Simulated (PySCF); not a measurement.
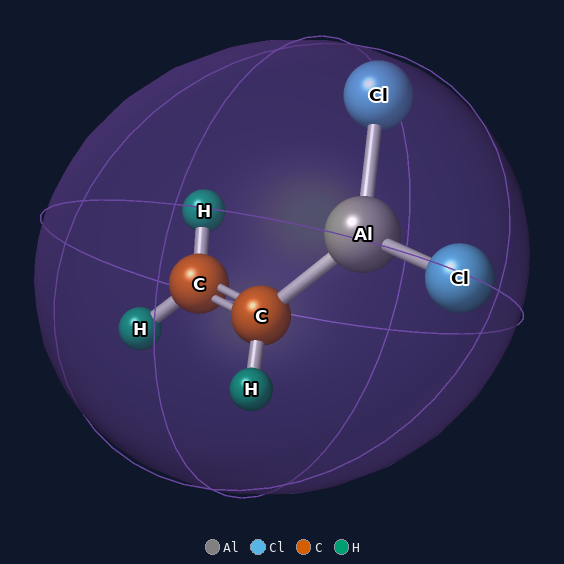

The ellipsoid shows the static dipole polarisability: its half-axes are proportional to the principal values. The geometry was computed by an optimisation with PBE0-D3(BJ)/def2-SVP. No frequency run is at hand to confirm it as a minimum. Level of theory: ωB97X-D/def2-SVPD (PySCF 2.14.0).

How large and how anisotropic is the polarisability?

Answer. Principal values 55.5, 75.2, 92.5 bohr³; mean 74.4 bohr³ (11.02 Å³); anisotropy 32.1 bohr³, so the longest axis is 1.67 times the shortest.
